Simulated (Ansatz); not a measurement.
Take LiBr in the rock salt structure (space group Fm-3m, No. 225; a = 5.4113 Å) as the base. Axes: x, y, z lie along the cube axes.

Now apply this change: a free-standing slab of 7 layers (14 atoms, 2 a layer) is cut normal to the z axis, with 15 Å of vacuum and the in-plane cell held at bulk.

Computed with Ansatz (a program for electronic structure), PBEsol, PAW, cutoff 420 eV, no SOC.

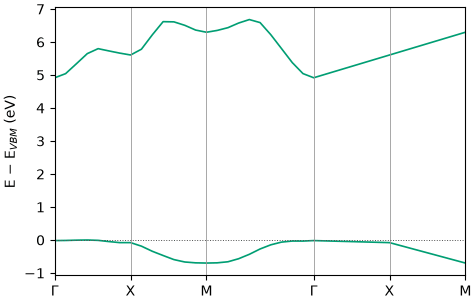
Figure. Highest valence and lowest conduction band along the path of the changed cell's own zone

The gap is 4.92 eV, indirect, Γ–X (43 % along) → Γ; the base has 4.98 eV.

Stability against distortions was not tested. k-point labels follow each cell's own Brillouin zone.
